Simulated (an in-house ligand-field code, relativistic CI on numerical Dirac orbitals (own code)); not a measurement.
**d3 in a ligand field: terms for several parameter sets**

Which terms of d3 lie lowest for given Racah parameters and ligand field?

The numbers are computed with an in-house ligand-field code version 1 (parametric ligand-field model of a d^n configuration (Racah B and C, spin-orbit zeta, crystal field), exact diagonalisation), except any that are marked as measured or tabulated.

## (1) What is computed

- shell: d3
- set 1 (cm⁻¹): B = 830, C = 4090, Oh, 10Dq = 26300
- set 2 (cm⁻¹): B = 780, C = 3220, Oh, 10Dq = 12550
- set 3 (cm⁻¹): B = 470, C = 2340, Td, 10Dq = -11650
- set 4 (cm⁻¹): B = 320, C = 1510, Oh, 10Dq = 20700
- set 5 (cm⁻¹): B = 440, C = 2080, Oh, 10Dq = 23300
- set 6 (cm⁻¹): B = 1020, C = 4330, Oh, 10Dq = 12000
- set 7 (cm⁻¹): B = 640, C = 3220, Oh, 10Dq = 18200
- set 8 (cm⁻¹): B = 880, C = 4110, Oh, 10Dq = 23850

## (2) Set 1

Settings of the run:

```ini
n = 3
racah_B = 830  # cm-1
racah_C = 4090  # cm-1
zeta = 0  # cm-1
symmetry = Oh
field = {"10Dq": 26300}  # cm-1
```

## (3) Set 2

Settings of the run:

```ini
n = 3
racah_B = 780  # cm-1
racah_C = 3220  # cm-1
zeta = 0  # cm-1
symmetry = Oh
field = {"10Dq": 12550}  # cm-1
```

## (4) Set 3

Settings of the run:

```ini
n = 3
racah_B = 470  # cm-1
racah_C = 2340  # cm-1
zeta = 0  # cm-1
symmetry = Td
field = {"10Dq": -11650}  # cm-1
```

## (5) Set 4

Settings of the run:

```ini
n = 3
racah_B = 320  # cm-1
racah_C = 1510  # cm-1
zeta = 0  # cm-1
symmetry = Oh
field = {"10Dq": 20700}  # cm-1
```

## (6) Set 5

Settings of the run:

```ini
n = 3
racah_B = 440  # cm-1
racah_C = 2080  # cm-1
zeta = 0  # cm-1
symmetry = Oh
field = {"10Dq": 23300}  # cm-1
```

## (7) Set 6

Settings of the run:

```ini
n = 3
racah_B = 1020  # cm-1
racah_C = 4330  # cm-1
zeta = 0  # cm-1
symmetry = Oh
field = {"10Dq": 12000}  # cm-1
```

## (8) Set 7

Settings of the run:

```ini
n = 3
racah_B = 640  # cm-1
racah_C = 3220  # cm-1
zeta = 0  # cm-1
symmetry = Oh
field = {"10Dq": 18200}  # cm-1
```

## (9) Set 8

Settings of the run:

```ini
n = 3
racah_B = 880  # cm-1
racah_C = 4110  # cm-1
zeta = 0  # cm-1
symmetry = Oh
field = {"10Dq": 23850}  # cm-1
```

(Steps that only read results are left out.)

**Question.** What will these runs give? Wanted: lowest terms; sets at their largest spin, of those that allow S over 1.

The runs gave:

| set | 10Dq/B (size) | lowest | S | electrons in z² and x²-y² | first level of the same spin (cm⁻¹) |
| --- | --- | --- | --- | --- | --- |
| 1: Oh | 31.7 | 4A2 | 1.50 | 0.00 | 4T2 26300 |
| 2: Oh | 16.1 | 4A2 | 1.50 | 0.00 | 4T2 12550 |
| 3: Td | 24.8 | 2E | 0.50 | 2.95 | 2T1 10155 |
| 4: Oh | 64.7 | 4A2 | 1.50 | 0.00 | 4T2 20700 |
| 5: Oh | 53.0 | 4A2 | 1.50 | 0.00 | 4T2 23300 |
| 6: Oh | 11.8 | 4A2 | 1.50 | 0.00 | 4T2 12000 |
| 7: Oh | 28.4 | 4A2 | 1.50 | 0.00 | 4T2 18200 |
| 8: Oh | 27.1 | 4A2 | 1.50 | 0.00 | 4T2 23850 |

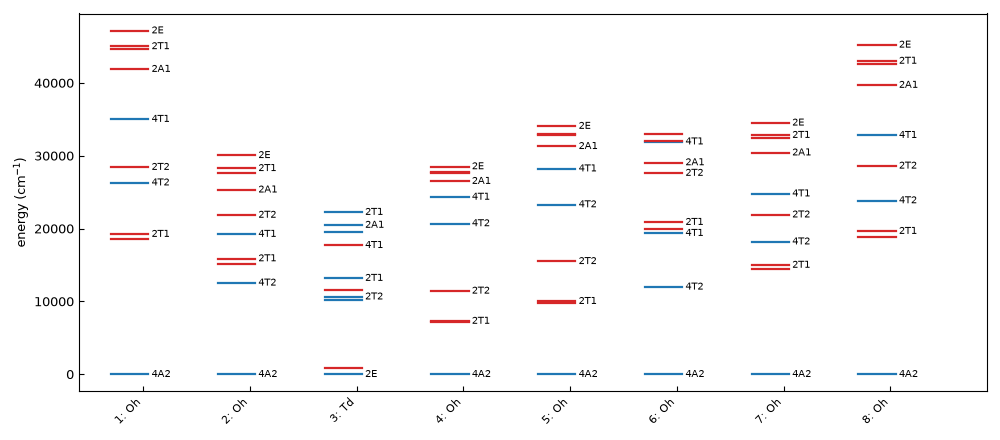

The lowest levels of each set; blue lies within 0.3 of the lowest level's S, red farther.

```
                                                quantity                                                          value
                                            lowest terms  1: 4A2, 2: 4A2, 3: 2E, 4: 4A2, 5: 4A2, 6: 4A2, 7: 4A2, 8: 4A2
sets at their largest spin, of those that allow S over 1                                            1, 2, 4, 5, 6, 7, 8
```

**Reading.** 7 of 8 sets have the highest spin that their shell allows, S = 3/2. A negative 10Dq stands for a tetrahedral field. B, C and the field are free parameters here, not those of a compound.
